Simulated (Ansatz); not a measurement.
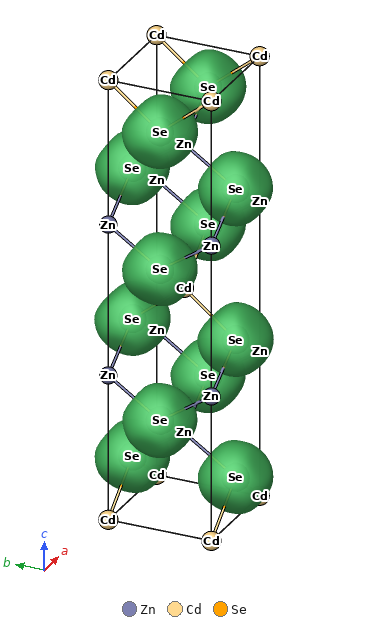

The picture shows: Zn$_{2}$CdSe$_{3}$. Isosurface of the electron localisation function at 0.6 (green), seen at an oblique angle. Core shells and regions of very low density are left out. Sticks mark near contacts.

Space group I-4m2; a generated structure, not necessarily the stable one.

The calculation used DFT PBE, scalar-relativistic, plane waves, PAW in Ansatz 0.2.0.

In a PAW calculation such maps are meaningful between the atoms, not at the nuclei.

```
CELL_PARAMETERS angstrom
4.14471 0.00000 0.00000
0.00000 4.14471 0.00000
0.00000 0.00000 17.79720
ATOMIC_POSITIONS crystal
Zn 0.50000 0.50000 0.17152
Zn 0.00000 0.00000 0.67152
Zn 0.00000 0.00000 0.32848
Zn 0.50000 0.50000 0.82848
Cd 0.00000 0.00000 0.00000
Cd 0.50000 0.50000 0.50000
Se 0.00000 0.50000 0.25000
Se 0.50000 0.00000 0.75000
Se 0.50000 0.00000 0.09361
Se 0.00000 0.50000 0.59361
Se 0.50000 0.00000 0.40639
Se 0.00000 0.50000 0.90639
```

> Identify the bonds, lone pairs and shells in this picture.

The surface consists of six regions wrapped around Se (the valence shell of each), counted in one cell of 12 atoms. Regions shared between cells count once.

Values along the shortest contacts:
Zn–Se (2.49 Å): the ELF is about 0.60 at the midpoint. Cd–Se (2.66 Å): the ELF is about 0.40 at the midpoint and 0.15 at its lowest between the atoms.
